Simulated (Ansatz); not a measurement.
# C3H9BO3 (SMILES COB(OC)OC) at 4 levels

Wanted: a comparison of 4 runs (B3LYP/6-31G*, PBE0/def2-SVP, B3LYP/6-311G**, MP2/6-311G**) of C3H9BO3. 

The calculation is run with Ansatz 0.2.0.

3 further runs of the same task are left out: 2 that didn't finish, 1 set aside as unsound or not needed. Runs told in other sessions of the task aren't counted.

## 1. The molecule

C3H9BO3 has 16 atoms, charge 0, and is taken as a singlet. SMILES: `COB(OC)OC`. Geometry: relaxed at PBE0-D4/def2-TZVP.

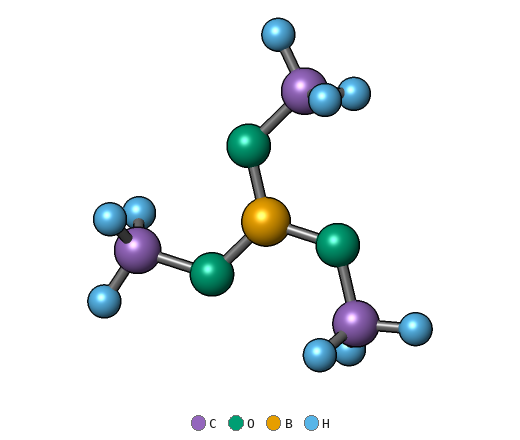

The structure, seen from a chosen angle (carbon purple, oxygen teal, boron amber, hydrogen blue).

## 2. Energy and forces at B3LYP/6-31G(d) (spherical functions) (run 1)

File molecule.yaml:

```yaml
crystal:
  periodic: [false, false, false]
  atoms:
    - {symbol: C, position_ang: [0.495720, -0.646730, -2.262610]}
    - {symbol: O, position_ang: [-0.175840, 0.182850, -1.338690]}
    - {symbol: B, position_ang: [0.000140, 0.000100, 0.000000]}
    - {symbol: O, position_ang: [0.825800, -0.985800, 0.450290]}
    - {symbol: C, position_ang: [1.010960, -1.178550, 1.836440]}
    - {symbol: O, position_ang: [-0.650070, 0.802840, 0.888440]}
    - {symbol: C, position_ang: [-1.506700, 1.825270, 0.426170]}
    - {symbol: H, position_ang: [1.580410, -0.565040, -2.153520]}
    - {symbol: H, position_ang: [0.214930, -1.695090, -2.131270]}
    - {symbol: H, position_ang: [0.211110, -0.322610, -3.263990]}
    - {symbol: H, position_ang: [1.432620, -0.286900, 2.307940]}
    - {symbol: H, position_ang: [0.066710, -1.416360, 2.333400]}
    - {symbol: H, position_ang: [1.702440, -2.011880, 1.963760]}
    - {symbol: H, position_ang: [-0.965900, 2.546210, -0.192620]}
    - {symbol: H, position_ang: [-2.330740, 1.415550, -0.163930]}
    - {symbol: H, position_ang: [-1.911590, 2.336140, 1.300180]}
basis:
  gaussian:
    orbitals: 6-31G_st_-spherical.json
hamiltonian:
  xc: {name: B3LYP}
accuracy: high
output: {forces: true, orbitals: {seedname: orbitals}}
```

The basis set 6-31G* is read from a file made from the Basis Set Exchange's data (not shown).

The run is started by

```sh
$ ansatz run molecule.yaml --threads 1 --pin off --max-ram 3480MiB --events-out events.jsonl --progress --plain --runs-dir runs
```

Standard output:

```text
Warning: RAYON_NUM_THREADS=1 ignored (pool sized by the plan → 1); use --threads N
[... 16 lines left out ...]
Total energy: -10078.56871526 eV, -370.3805687867 hartree
[... 16 lines left out ...]
Dipole moment:     0.000140     0.000111    -0.000024 e Å
```

Wall time 20 s (1 thread of Arm Neoverse V2, shared host); peak memory 0.52 GiB.

## 3. Energy and forces at PBE0/def2-SVP (run 2)

File run.yaml:

```yaml
crystal:
  periodic: [false, false, false]
  atoms:
    - {symbol: C, position_ang: [0.495720, -0.646730, -2.262610]}
    - {symbol: O, position_ang: [-0.175840, 0.182850, -1.338690]}
    - {symbol: B, position_ang: [0.000140, 0.000100, 0.000000]}
    - {symbol: O, position_ang: [0.825800, -0.985800, 0.450290]}
    - {symbol: C, position_ang: [1.010960, -1.178550, 1.836440]}
    - {symbol: O, position_ang: [-0.650070, 0.802840, 0.888440]}
    - {symbol: C, position_ang: [-1.506700, 1.825270, 0.426170]}
    - {symbol: H, position_ang: [1.580410, -0.565040, -2.153520]}
    - {symbol: H, position_ang: [0.214930, -1.695090, -2.131270]}
    - {symbol: H, position_ang: [0.211110, -0.322610, -3.263990]}
    - {symbol: H, position_ang: [1.432620, -0.286900, 2.307940]}
    - {symbol: H, position_ang: [0.066710, -1.416360, 2.333400]}
    - {symbol: H, position_ang: [1.702440, -2.011880, 1.963760]}
    - {symbol: H, position_ang: [-0.965900, 2.546210, -0.192620]}
    - {symbol: H, position_ang: [-2.330740, 1.415550, -0.163930]}
    - {symbol: H, position_ang: [-1.911590, 2.336140, 1.300180]}
basis:
  gaussian:
    orbitals: def2-SVP
hamiltonian:
  xc: pbe0
accuracy: high
output:
  forces: true
  orbitals: {seedname: orbitals}
```

The run is started by

```sh
$ ansatz run run.yaml --threads 1 --pin off --max-ram 3480MiB --events-out events.jsonl --progress --plain --runs-dir runs
```

Standard output:

```text
Warning: RAYON_NUM_THREADS=1 ignored (pool sized by the plan → 1); use --threads N
[... 16 lines left out ...]
Total energy: -10059.70213599 eV, -369.6872347868 hartree
[... 16 lines left out ...]
Dipole moment:     0.000135     0.000104    -0.000024 e Å
```

It took 25 s on 1 thread of Arm Neoverse V2, shared host; peak memory 0.7 GiB.

## 4. Energy and forces at B3LYP/6-311G(d,p) (run 3)

File input.yaml:

```yaml
crystal:
  periodic: [false, false, false]
  atoms:
    - symbol: C
      position_ang: [0.495720, -0.646730, -2.262610]
    - symbol: O
      position_ang: [-0.175840, 0.182850, -1.338690]
    - symbol: B
      position_ang: [0.000140, 0.000100, 0.000000]
    - symbol: O
      position_ang: [0.825800, -0.985800, 0.450290]
    - symbol: C
      position_ang: [1.010960, -1.178550, 1.836440]
    - symbol: O
      position_ang: [-0.650070, 0.802840, 0.888440]
    - symbol: C
      position_ang: [-1.506700, 1.825270, 0.426170]
    - symbol: H
      position_ang: [1.580410, -0.565040, -2.153520]
    - symbol: H
      position_ang: [0.214930, -1.695090, -2.131270]
    - symbol: H
      position_ang: [0.211110, -0.322610, -3.263990]
    - symbol: H
      position_ang: [1.432620, -0.286900, 2.307940]
    - symbol: H
      position_ang: [0.066710, -1.416360, 2.333400]
    - symbol: H
      position_ang: [1.702440, -2.011880, 1.963760]
    - symbol: H
      position_ang: [-0.965900, 2.546210, -0.192620]
    - symbol: H
      position_ang: [-2.330740, 1.415550, -0.163930]
    - symbol: H
      position_ang: [-1.911590, 2.336140, 1.300180]
basis:
  gaussian: {orbitals: 6-311G_st__st_.json}
total_charge: 0
hamiltonian: {xc: {name: B3LYP}}
accuracy: high
output: {forces: true, orbitals: {seedname: orbitals}}
```

The basis set 6-311G** is read from a file made from the Basis Set Exchange's data (not shown).

The run is started by

```sh
$ ansatz run input.yaml --threads 1 --pin off --max-ram 3480MiB --events-out events.jsonl --progress --plain --runs-dir runs
```

Standard output:

```text
Warning: RAYON_NUM_THREADS=1 ignored (pool sized by the plan → 1); use --threads N
[... 16 lines left out ...]
Total energy: -10081.64952000 eV, -370.4937862727 hartree
[... 16 lines left out ...]
Dipole moment:     0.000126     0.000099    -0.000024 e Å
```

It took 34 s on 1 thread of Arm Neoverse V2, shared host; peak memory 0.95 GiB.

## 5. Energy and gradient at MP2/6-311G(d,p) (run 4)

File input.yaml:

```yaml
basis:
  gaussian: {orbitals: 6-311G_st__st_.json}
crystal:
  periodic: [false, false, false]
  atoms:
    - {symbol: C, position_ang: [0.495720, -0.646730, -2.262610]}
    - {symbol: O, position_ang: [-0.175840, 0.182850, -1.338690]}
    - {symbol: B, position_ang: [0.000140, 0.000100, 0.000000]}
    - {symbol: O, position_ang: [0.825800, -0.985800, 0.450290]}
    - {symbol: C, position_ang: [1.010960, -1.178550, 1.836440]}
    - {symbol: O, position_ang: [-0.650070, 0.802840, 0.888440]}
    - {symbol: C, position_ang: [-1.506700, 1.825270, 0.426170]}
    - {symbol: H, position_ang: [1.580410, -0.565040, -2.153520]}
    - {symbol: H, position_ang: [0.214930, -1.695090, -2.131270]}
    - {symbol: H, position_ang: [0.211110, -0.322610, -3.263990]}
    - {symbol: H, position_ang: [1.432620, -0.286900, 2.307940]}
    - {symbol: H, position_ang: [0.066710, -1.416360, 2.333400]}
    - {symbol: H, position_ang: [1.702440, -2.011880, 1.963760]}
    - {symbol: H, position_ang: [-0.965900, 2.546210, -0.192620]}
    - {symbol: H, position_ang: [-2.330740, 1.415550, -0.163930]}
    - {symbol: H, position_ang: [-1.911590, 2.336140, 1.300180]}
magnetization: {spin_polarized: false}
correlation: {method: mp2, frozen_orbitals: {B: 1, C: 1, H: 0, O: 1}}
accuracy: high
output: {forces: true, orbitals: {seedname: orbitals}}
```

The basis set 6-311G** is read from a file made from the Basis Set Exchange's data (not shown).

The run is started by

```sh
$ ansatz run input.yaml --threads 1 --pin off --max-ram 3480MiB --events-out events.jsonl --progress --plain --runs-dir runs
```

Standard output:

```text
Warning: RAYON_NUM_THREADS=1 ignored (pool sized by the plan → 1); use --threads N
[... 10 lines left out ...]
7 core orbitals not correlated: weight in the atoms' cores, before any rotation towards them, 1.000 or more for the frozen orbitals, at most 0.000 for the correlated occupied ones
[... 4 lines left out ...]
Total energy: -10053.81220575 eV, -369.4707838426 hartree
[... 16 lines left out ...]
Dipole moment:     0.000131     0.000102    -0.000024 e Å
```

Run time: 56 s. Hardware: 1 thread of Arm Neoverse V2, shared host; peak memory 1.1 GiB.

## 6. The series

| run | level | frozen core orbitals | energy (Eh) | dipole moment (D) | HOMO energy (eV) | LUMO energy (eV) | wall time |
| --- | --- | --- | --- | --- | --- | --- | --- |
| 1 | B3LYP/6-31G* (spherical functions) | – | -370.380569 | 0.00 | -7.52 | 2.39 | 20 s |
| 2 | PBE0/def2-SVP | – | -369.687235 | 0.00 | -7.97 | 1.97 | 25 s |
| 3 | B3LYP/6-311G** | – | -370.493786 | 0.00 | -7.73 | 1.32 | 34 s |
| 4 | MP2/6-311G** | 7 | -369.470784 | 0.00 | -12.05 | 4.42 | 56 s |

## 7. Results

| quantity | value |
| --- | --- |
| run 4: total energy | -369.47078 Eh |
| run 4: dipole moment (correlated density) | 0.00 D |
| run 4: HOMO energy (Hartree–Fock orbitals) | -12.05 eV |
| run 4: LUMO energy (Hartree–Fock orbitals) | 4.42 eV |
| run 4: HOMO–LUMO gap (Hartree–Fock orbitals) | 16.47 eV |
| run 4: correlation energy (7 core orbitals frozen) | -1122.9 mEh |
| run 4: largest force on an atom | 0.470 eV/Å |

Over runs 1, 2, 3 the HOMO–LUMO gap runs from 9.06 eV (B3LYP/6-311G**) to 9.95 eV (PBE0/def2-SVP). The two ends differ in method and basis. Totals of different functionals can't be ranked against each other. All runs together took 2.3 min, the longest 56 s.
